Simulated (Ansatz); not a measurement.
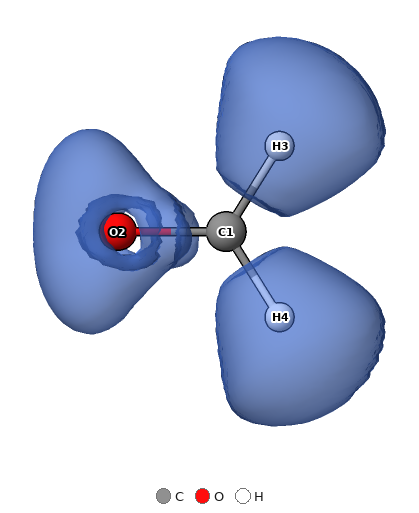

Figure. CH$_{2}$O (SMILES C=O). Isosurface of the electron localisation function at 0.75 (blue), seen across its widest extent. Core shells and regions of very low density are left out.

Geometry: PBE0-D4/def2-TZVP.

The calculation used Ansatz 0.2.0, isolated molecule in a Gaussian basis; Hartree-Fock.

```json
{"atom": "C", "x (Å)": "-0.0028", "y (Å)": "-0.0022", "z (Å)": "-0.0033"}
{"atom": "O", "x (Å)": "0.6920", "y (Å)": "0.5444", "z (Å)": "0.8013"}
{"atom": "H", "x (Å)": "-0.5448", "y (Å)": "0.5597", "z (Å)": "-0.7905"}
{"atom": "H", "x (Å)": "-0.1443", "y (Å)": "-1.1019", "z (Å)": "-0.0075"}
```

Q: What do the ELF domains correspond to?

A: The surface consists of two regions around hydrogen nuclei and one region on O in which the atom's valence shell and bonds are merged. Profiles from the grid: C–O (1.20 Å): the ELF peaks at about 0.85 between the atoms: a multiple bond. C–H (1.11 Å): the ELF climbs to about 1 towards the hydrogen, as it does in any bond to H: a covalent bond by its length.
